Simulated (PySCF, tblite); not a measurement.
# C7H5F3O2SSi: excited states

Wanted: excited states for C7H5F3O2SSi (`C#CC1=CC=C(S(=O)(=O)C(F)(F)F)[SiH2]1`).

Computed with tblite 0.8.0 and PySCF 2.14.0 and routines of our own; the level stands in each step. Atoms count from 0.

### 1 The system as given

19 atoms, charge 0, multiplicity 1; geometry from: force field or distance geometry start.

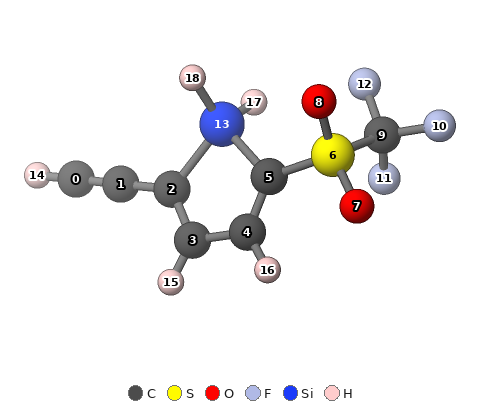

The starting geometry (carbon dark grey, sulfur yellow, oxygen red, fluorine light blue, silicon blue, hydrogen pink).

### 2 Relaxing the molecule with GFN2-xTB

The job: settings as JSON, then the geometry in Å.

```
{"job": {"kind": "relax", "xc": "GFN2-xTB", "basis": "xTB"}, "charge": 0, "multiplicity": 1}
C      4.282000    -1.120400    -0.687300
C      3.165200    -0.644500    -0.631400
C      1.884500    -0.097400    -0.551400
C      1.286300     0.687200    -1.495300
C     -0.064500     1.110100    -1.142800
C     -0.506800     0.658900     0.037400
S     -2.047600     0.997700     0.689300
O     -2.747000     1.874600    -0.231000
O     -1.857900     1.443000     2.066100
C     -2.856600    -0.651800     0.697100
F     -4.186700    -0.586100     0.971300
F     -2.740300    -1.282900    -0.510500
F     -2.309200    -1.490700     1.626100
Si     0.751200    -0.375600     0.922000
H      5.250600    -1.521700    -0.745400
H      1.750500     0.975400    -2.407600
H     -0.630500     1.746400    -1.822200
H      0.296200    -1.789700     1.033400
H      1.270800     0.241700     2.174600
```

Run with:

```
$ OMP_NUM_THREADS=1 python excited_run.py task.json out
```

The driver reads the jobs from task.json and runs them one after another.

The log of the run:

```text
step      E/eV     max force
  0   -1215.96836    2.883
  1   -1216.14202    2.842
  2   -1216.12238    3.596
  3   -1216.20387    0.491
  4   -1216.21453    0.342
  5   -1216.22736    0.436
  6   -1216.23579    0.226
  7   -1216.24073    0.217
  8   -1216.24603    0.255
  9   -1216.24939    0.210
 10   -1216.25111    0.099
 11   -1216.25213    0.079
 12   -1216.25295    0.076
 13   -1216.25366    0.058
 14   -1216.25422    0.055
 15   -1216.25465    0.045
 16   -1216.25493    0.042
 17   -1216.25521    0.052
 18   -1216.25561    0.060
 19   -1216.25614    0.062
 20   -1216.25664    0.053
 21   -1216.25701    0.046
 22   -1216.25734    0.047
 23   -1216.25776    0.055
 24   -1216.25830    0.072
 25   -1216.25885    0.059
 26   -1216.25932    0.054
 27   -1216.25975    0.048
 28   -1216.26016    0.046
 29   -1216.26051    0.043
 30   -1216.26078    0.043
 31   -1216.26105    0.047
 32   -1216.26141    0.053
 33   -1216.26186    0.058
 34   -1216.26227    0.052
 35   -1216.26257    0.043
 36   -1216.26283    0.044
 37   -1216.26312    0.059
 38   -1216.26345    0.057
 39   -1216.26378    0.058
 40   -1216.26409    0.051
 41   -1216.26440    0.041
 42   -1216.26471    0.057
 43   -1216.26496    0.050
 44   -1216.26518    0.043
 45   -1216.26543    0.042
 46   -1216.26574    0.050
 47   -1216.26606    0.048
 48   -1216.26629    0.028
 49   -1216.26641    0.026
 50   -1216.26650    0.021
 51   -1216.26660    0.035
 52   -1216.26675    0.035
 53   -1216.26692    0.031
 54   -1216.26708    0.031
 55   -1216.26723    0.034
 56   -1216.26739    0.042
 57   -1216.26761    0.038
 58   -1216.26788    0.040
 59   -1216.26822    0.045
 60   -1216.26861    0.056
 61   -1216.26913    0.062
 62   -1216.26980    0.066
 63   -1216.27058    0.067
 64   -1216.27131    0.063
 65   -1216.27187    0.069
 66   -1216.27230    0.053
 67   -1216.27275    0.049
 68   -1216.27331    0.054
 69   -1216.27379    0.134
 70   -1216.27452    0.099
 71   -1216.27502    0.044
 72   -1216.27545    0.056
 73   -1216.27579    0.098
 74   -1216.27658    0.115
 75   -1216.27738    0.104
 76   -1216.27802    0.058
 77   -1216.27835    0.050
 78   -1216.27856    0.073
 79   -1216.27888    0.069
 80   -1216.27934    0.042
 81   -1216.27989    0.064
 82   -1216.28020    0.069
 83   -1216.28063    0.056
 84   -1216.28100    0.047
 85   -1216.28129    0.042
 86   -1216.28151    0.033
 87   -1216.28169    0.030
 88   -1216.28185    0.028
 89   -1216.28201    0.031
 90   -1216.28213    0.025
 91   -1216.28221    0.024
 92   -1216.28230    0.026
 93   -1216.28241    0.029
 94   -1216.28252    0.025
 95   -1216.28260    0.015
 96   -1216.28264    0.016
 97   -1216.28267    0.013
 98   -1216.28270    0.016
 99   -1216.28273    0.014
100   -1216.28276    0.014
101   -1216.28279    0.012
102   -1216.28284    0.015
103   -1216.28289    0.019
104   -1216.28294    0.012
105   -1216.28296    0.012
106   -1216.28298    0.025
107   -1216.28300    0.017
108   -1216.28304    0.016
109   -1216.28311    0.012
110   -1216.28313    0.011
111   -1216.28316    0.014
112   -1216.28320    0.019
113   -1216.28327    0.024
114   -1216.28338    0.028
115   -1216.28352    0.028
116   -1216.28362    0.026
117   -1216.28369    0.031
118   -1216.28372    0.012
119   -1216.28374    0.011
120   -1216.28375    0.009
```

It took 2.6 s on 1 thread of Arm Neoverse N1, shared host.

The steps of the relaxation: (not every step is listed) (the energy doesn't fall at every step)

| step | energy from step 0 (eV) | largest force (eV/Å) |
| --- | --- | --- |
| 0 | 0.0000 | 2.8834 |
| 1 | -0.1737 | 2.8419 |
| 2 | -0.1540 | 3.5961 |
| 3 | -0.2355 | 0.4910 |
| 4 | -0.2462 | 0.3420 |
| 5 | -0.2590 | 0.4358 |
| 6 | -0.2674 | 0.2257 |
| 7 | -0.2724 | 0.2174 |
| 8 | -0.2777 | 0.2553 |
| 18 | -0.2872 | 0.0603 |
| 28 | -0.2918 | 0.0457 |
| 38 | -0.2951 | 0.0571 |
| 48 | -0.2979 | 0.0280 |
| 58 | -0.2995 | 0.0399 |
| 68 | -0.3049 | 0.0544 |
| 78 | -0.3102 | 0.0729 |
| 88 | -0.3135 | 0.0278 |
| 98 | -0.3143 | 0.0157 |
| 108 | -0.3147 | 0.0157 |
| 115 | -0.3152 | 0.0281 |
| 116 | -0.3153 | 0.0259 |
| 117 | -0.3153 | 0.0310 |
| 118 | -0.3154 | 0.0121 |
| 119 | -0.3154 | 0.0108 |
| 120 | -0.3154 | 0.0088 |

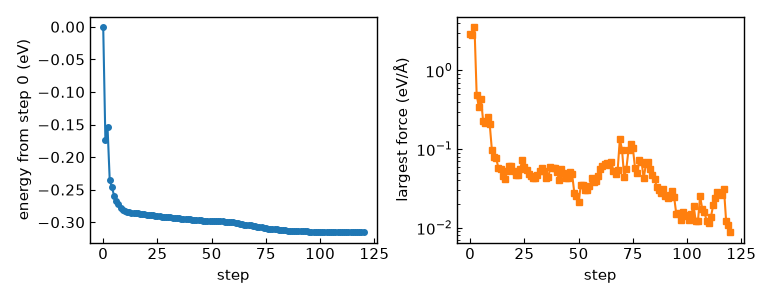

Energy and force, step by step.

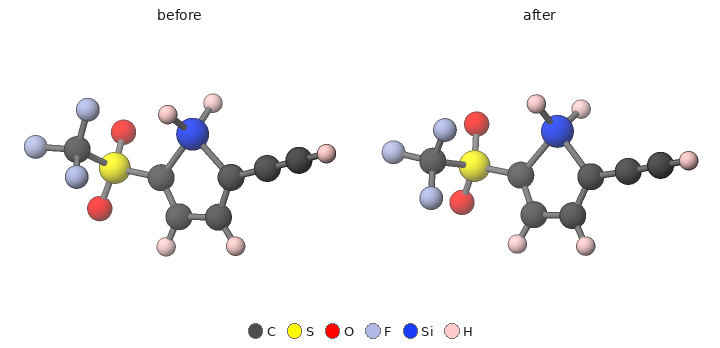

Before and after, at one scale.

Distances of close pairs at the start and the end, largest changes first:

| bond | before (Å) | after (Å) | change (Å) |
| --- | --- | --- | --- |
| S6–C9 | 1.837 | 1.898 | +0.061 |
| C2–Si13 | 1.880 | 1.918 | +0.039 |
| C9–F10 | 1.360 | 1.324 | -0.036 |
| Si13–H18 | 1.490 | 1.458 | -0.032 |
| C9–F11 | 1.368 | 1.336 | -0.032 |
| Si13–H17 | 1.490 | 1.459 | -0.031 |
| S6–O8 | 1.459 | 1.430 | -0.029 |
| C5–S6 | 1.707 | 1.736 | +0.029 |

The end geometry stands in the next job.

### 3 Vibrational analysis with GFN2-xTB

The job: settings as JSON, then the geometry in Å.

```
{"job": {"kind": "ir", "xc": "GFN2-xTB", "basis": "xTB"}, "charge": 0, "multiplicity": 1}
C      4.352631    -1.048401    -0.763768
C      3.229433    -0.626504    -0.658365
C      1.929975    -0.151399    -0.486980
C      1.202033     0.436499    -1.469352
C     -0.124079     0.867532    -1.098842
C     -0.467812     0.626268     0.175185
S     -2.022638     1.027738     0.835685
O     -2.679762     2.079462     0.126387
O     -1.944020     1.071251     2.262796
C     -2.983975    -0.557564     0.430372
F     -4.227922    -0.545573     0.882358
F     -3.009623    -0.744157    -0.892099
F     -2.344424    -1.604333     0.966481
Si     0.910895    -0.220953     1.136770
H      5.331648    -1.409856    -0.873243
H      1.565443     0.586291    -2.474434
H     -0.776128     1.353539    -1.808471
H      0.568058    -1.586261     1.519598
H      1.480463     0.620476     2.182460
```

The log of the run:

```text
mode    cm-1     km/mol
  1      25.9      0.01
  2      35.7      0.19
  3      40.5      0.13
  4      74.0      3.56
  5      87.9      1.99
  6     130.4      4.31
  7     136.9      1.10
  8     154.2      6.40
  9     212.1      3.39
 10     232.5      7.77
 11     270.3      1.26
 12     280.4      3.43
 13     310.0      1.81
 14     356.0      3.89
 15     372.2      6.21
 16     402.0     12.72
 17     403.4      0.50
 18     449.2    100.16
 19     470.7      6.04
 20     475.2      5.40
 21     485.4    102.80
 22     533.6    108.92
 23     542.0    164.55
 24     567.1     66.47
 25     582.8    194.10
 26     612.5     10.62
 27     654.9      1.60
 28     660.1     21.92
 29     662.1     23.76
 30     670.9     15.52
 31     726.3    182.51
 32     833.7     24.48
 33     894.1      0.07
 34     981.7     89.60
 35    1053.3     71.17
 36    1081.1    166.66
 37    1090.2    149.81
 38    1122.8     41.92
 39    1159.4    552.25
 40    1177.8      2.92
 41    1209.0      4.27
 42    1268.6     14.32
 43    1285.7    479.22
 44    1496.6    121.48
 45    1597.2     30.33
 46    2215.9     15.62
 47    2313.4    114.60
 48    2321.6    292.34
 49    3086.4      8.08
 50    3094.0     17.53
 51    3391.4     14.19
```

Wall time 2.2 s (1 thread of Arm Neoverse N1, shared host).

The strongest bands and the atoms that carry them (share of the mass-weighted mode):

| cm⁻¹ | km/mol | atoms |
| --- | --- | --- |
| 542 | 164.6 | H18 34 %, C5 23 %, H17 18 % |
| 583 | 194.1 | S6 21 %, Si13 18 %, C3 15 % |
| 726 | 182.5 | H17 43 %, H18 42 % |
| 1081 | 166.7 | C9 61 %, F12 24 % |
| 1090 | 149.8 | C9 59 %, F11 24 % |
| 1159 | 552.2 | C9 26 %, O8 22 %, O7 19 %, S6 17 % |
| 1286 | 479.2 | S6 44 %, O7 29 %, O8 27 % |
| 2322 | 292.3 | H18 82 %, H17 14 % |

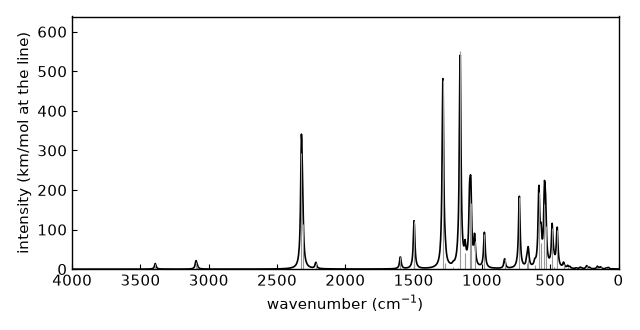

The infrared spectrum from these modes, unscaled. Lines are broadened to a width of 14 cm⁻¹ (Lorentzian).

### 4 Excited states: TDA BHandHLYP/def2-SVP

Settings changed since step 3:

```diff
@@ -1,2 +1,2 @@
-{"job": {"kind": "ir", "xc": "GFN2-xTB", "basis": "xTB"}, "charge": 0, "multiplicity": 1}
+{"job": {"kind": "states", "xc": "BHandHLYP", "basis": "def2-SVP", "tda": true, "soc": true, "nstates": 8, "ntriplets": 6, "nquad": 4}, "charge": 0, "multiplicity": 1}
 C      4.352631    -1.048401    -0.763768
```

Method: TDA BHandHLYP/def2-SVP excited states, vertical, gas phase, spin-orbit mean-field couplings.

The log of the run:

```text
coarse grid: 19384 points
cycle   1  E = -1405.5297615026  dE =  3.596e+00  |g| = 1.483e+00  |ddm| = 5.434e+00
cycle   2  E = -1405.0310058678  dE =  4.988e-01  |g| = 2.260e+00  |ddm| = 3.473e+00
cycle   3  E = -1405.9633485271  dE = -9.323e-01  |g| = 1.678e-01  |ddm| = 2.311e+00
cycle   4  E = -1405.9671234841  dE = -3.775e-03  |g| = 1.155e-01  |ddm| = 2.831e-01
cycle   5  E = -1405.9700167638  dE = -2.893e-03  |g| = 1.517e-02  |ddm| = 1.213e-01
cycle   6  E = -1405.9700779994  dE = -6.124e-05  |g| = 6.384e-03  |ddm| = 2.718e-02
cycle   7  E = -1405.9700880790  dE = -1.008e-05  |g| = 2.180e-03  |ddm| = 9.216e-03
cycle   8  E = -1405.9700893541  dE = -1.275e-06  |g| = 8.998e-04  |ddm| = 3.028e-03
final grid: 186216 points
cycle   9  E = -1406.0979023187  dE = -2.033e-05  |g| = 2.978e-03  |ddm| = 2.458e-02
cycle  10  E = -1406.0979023593  dE = -4.068e-08  |g| = 3.108e-03  |ddm| = 5.954e-03
cycle  11  E = -1406.0979041270  dE = -1.768e-06  |g| = 5.087e-04  |ddm| = 2.856e-03
cycle  12  E = -1406.0979041800  dE = -5.304e-08  |g| = 2.165e-04  |ddm| = 6.828e-04
cycle  13  E = -1406.0979041912  dE = -1.115e-08  |g| = 6.669e-05  |ddm| = 2.580e-04
cycle  14  E = -1406.0979041923  dE = -1.133e-09  |g| = 1.748e-05  |ddm| = 7.944e-05
cycle  15  E = -1406.0979041924  dE = -9.504e-11  |g| = 8.869e-06  |ddm| = 2.997e-05
converged SCF energy = -1406.0979041924

Singlet excitations
state   eV       nm        f     d(h-e)  d(exc)  Lambda  PR(NTO)  |dmu|/D   mu/D   main configurations
  1   4.0399   306.9   0.42244   0.776   3.230   0.773   1.132    2.251    7.763   H->L 0.93
  2   4.1771   296.8   0.00493   1.539   3.367   0.429   1.030    4.686   10.057   H-1->L 0.92
  3   5.4836   226.1   0.00153   1.888   3.655   0.401   1.072    5.980    1.335   H-2->L 0.83
  4   6.0536   204.8   0.00215   1.819   3.695   0.559   1.097    5.629    0.563   H-4->L 0.38, H-3->L 0.31
  5   6.1819   200.6   0.02606   0.641   3.136   0.610   1.415                     H-3->L 0.45, H-4->L 0.33
  6   6.3371   195.6   0.00020   0.543   3.004   0.418   1.081                     H->L+3 0.41, H->L+2 0.29, H->L+4 0.12
  7   6.6274   187.1   0.00635   0.307   3.336   0.653   2.470                     H->L+1 0.45, H-7->L 0.13
  8   6.6734   185.8   0.00788   0.438   3.227   0.519   1.525                     H-8->L 0.50, H-6->L 0.13, H-4->L 0.09

Triplet excitations (Tamm-Dancoff)
state   eV     d(h-e)  d(exc)  Lambda  PR(NTO)   main configurations
  1   2.0424   0.211   2.926   0.778   1.082   H->L 0.92
  2   3.8852   1.358   3.253   0.428   1.061   H-1->L 0.89
  3   4.1677   0.112   2.514   0.662   1.765   H-3->L 0.39, H->L+1 0.24, H-4->L 0.20
  4   5.1815   1.624   3.463   0.402   1.129   H-2->L 0.75
  5   5.2988   0.425   2.518   0.629   2.224   H-7->L 0.35, H-10->L 0.11
  6   5.6663   0.427   2.448   0.584   1.530   H-1->L+3 0.31, H-1->L+4 0.18, H-1->L+2 0.10
S1 - T1 = 1.9975 eV

Spin-orbit couplings |<S|Hso|T>| (cm-1)
             T1       T2       T3       T4       T5       T6
S0        0.324    6.267    0.897    7.371    0.983    1.901
S1        0.535    9.138    0.150    4.478    0.864    0.804
S2        6.260    0.573    5.472    9.784    4.503    8.039
S3        2.333    9.649    5.581    1.013    3.926    2.208
S4        3.847    4.270    5.331   17.011    3.555    2.834
S5        0.595    8.555    1.070    7.315    0.511    0.442
S6        5.680    0.949    2.933    0.800    0.586    9.928
S7        1.792    7.155    1.547   12.145    2.279    2.286
S8        3.008    5.569    3.579   11.455    4.691    5.364
T1 sublevels (cm-1): 0.000 0.000 0.001   radiative rates (1/s): 0.000749 0.00629 0.00211
```

Run time: 2.9 min. Hardware: 1 thread of Arm Neoverse N1, shared host; peak memory 0.9 GiB.

From this job:

| quantity | value |
| --- | --- |
| S1 less T1 | 2.00 eV |

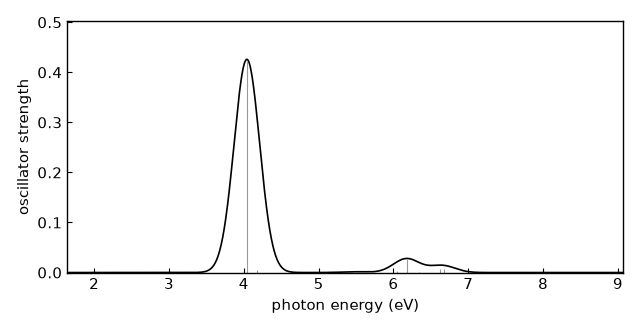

Absorption lines of the singlets. Lines are broadened to a width of 0.40 eV (Gaussian).

### 5 Summary of results

| quantity | value |
| --- | --- |
| strongest single infrared mode (GFN2-xTB) | 1159 cm⁻¹, 552 km/mol |
| zero-point energy (GFN2-xTB) | 63.3 kcal/mol |
| S1 less T1 (step 4, TDA BHandHLYP/def2-SVP) | 2.00 eV |

No mode is imaginary among the 51: a minimum at this level. The strongest single mode, at 1159 cm⁻¹, is spread over several atoms, C9, O8, O7, S6 among them. GFN2-xTB is a fitted tight-binding method: band positions and strengths are rough. Its intensities can rank the bands wrongly. In step 4, the number of triplets below S1 is 2, and the largest singlet-triplet spin-orbit coupling is S4–T4, 17.01 cm⁻¹.
